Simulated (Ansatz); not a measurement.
Calculation: PBE (plane waves to 420 eV, PAW; Ansatz, a program for electronic structure).

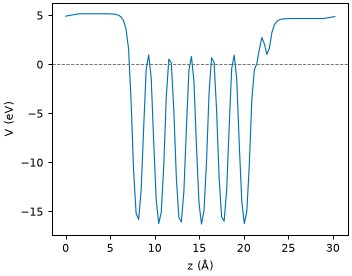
Figure. Electrostatic potential energy of an electron, averaged over planes parallel to the surface, in eV from the Fermi level, for a constructed model of the (111) surface of fcc Au, (√3x√3)R30° layer of Te, one a cell, on the site that continues the host's stacking (bottom of the slab: a bare face, its two planes held)

Set-up: 19 atoms, 14.3 Å thick at the start; mesh 9x9x1; 0.1 eV smearing; dipole correction on; 6 atoms held, the rest relaxed; symmetry of the start imposed; no spin, no spin-orbit, no U. It is one candidate, not shown to be the stable structure of the face.

The vacuum level lies 4.66 eV above the Fermi level over the top face and 5.15 eV above it under the bottom face.
